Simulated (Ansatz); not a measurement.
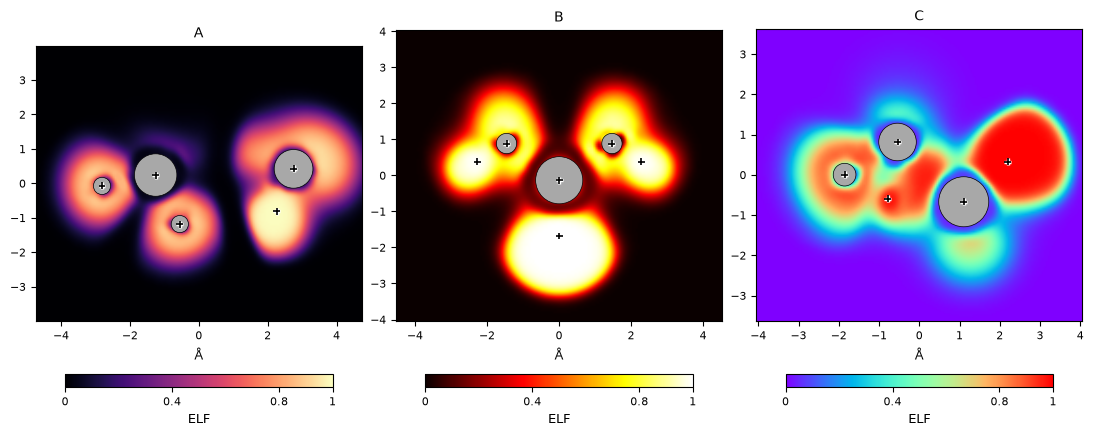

The ELF of 3 systems, each on a plane through atoms (crosses mark nuclei in the plane; grey discs cover the cores).

Computed with RKS PBE0-D4/def2-TZVPP (Ansatz 0.2.0).

System 1: F2H3NSi···H2S, the plane of atoms F3, Si1 and F4. The reactant side of a reaction path; geometry: PBE0-D4/def2-TZVP; a saddle point, not a minimum.

```
atom    x (Å)    y (Å)    z (Å)
  Si   0.1259  -1.0986  -0.5702
   N   1.2288  -0.0946   0.2314
   F   0.6289  -2.5903  -0.7842
   F  -1.1549  -1.2322   0.3575
   H  -0.2177  -0.5462  -1.8860
   H  -0.3555   1.7288   0.4918
   S  -1.5067   2.4245   0.4375
   H   1.9924   0.3182  -0.2809
   H   1.4816  -0.2625   1.1932
   H  -2.2228   1.3529   0.8100
```

System 2: BCl2H2O···H3Si, the plane of atoms B1, H5 and O2. A transition-state structure; geometry: PBE0-D4/def2-TZVP.

```yaml
atoms:
  - { symbol: B, position_ang: [-0.6658, 0.6298, -0.1722] }
  - { symbol: O, position_ang: [0.3929, 1.7425, -0.3435] }
  - { symbol: Cl, position_ang: [-1.6138, 0.3814, -1.6662] }
  - { symbol: Cl, position_ang: [-1.5714, 0.8350, 1.3753] }
  - { symbol: H, position_ang: [0.7637, 0.5930, -0.1081] }
  - { symbol: Si, position_ang: [0.4633, -1.2697, 0.0672] }
  - { symbol: H, position_ang: [0.4145, 2.2742, 0.4642] }
  - { symbol: H, position_ang: [1.3519, -1.3718, 1.2585] }
  - { symbol: H, position_ang: [-0.7370, -2.1109, 0.2721] }
  - { symbol: H, position_ang: [1.2016, -1.7035, -1.1471] }
```

System 3: GaH3O2···HBr, the plane of atoms Ga1, O4 and H8. The product side of a reaction path; geometry: PBE0-D4/def2-TZVP; a saddle point, not a minimum.

```csv
atom,x (Å),y (Å),z (Å)
Ga,-0.6816,0.2731,0.0924
Br,2.1658,-0.8224,-0.3060
O,-1.4218,-0.9569,-0.9665
O,-0.7628,-0.2482,1.7965
H,2.7891,0.3732,-0.7602
H,-0.2565,1.6987,-0.3746
H,-1.4294,-0.7108,-1.8928
H,-0.4027,0.3932,2.4111
```

Q: Which map belongs to which system?

A: Panel A is system 1, F2H3NSi···H2S: the plane holds Si, F, S and H. Si–F (1.59 Å): the ELF peaks at about 0.85 in the valence shell of F, 0.6 Å from its nucleus, and is about 0.55 at the midpoint. Panel B is system 3, GaH3O2···HBr: the plane holds Ga, O and H. Ga–O (1.78 Å): the ELF peaks at about 0.85 in the valence shell of O, 0.6 Å from its nucleus, and is about 0.25 at the midpoint. Panel C is system 2, BCl2H2O···H3Si: the plane holds B, O, H and Si. Si6···B1 (2.22 Å): the ELF peaks at about 0.95 between the atoms.
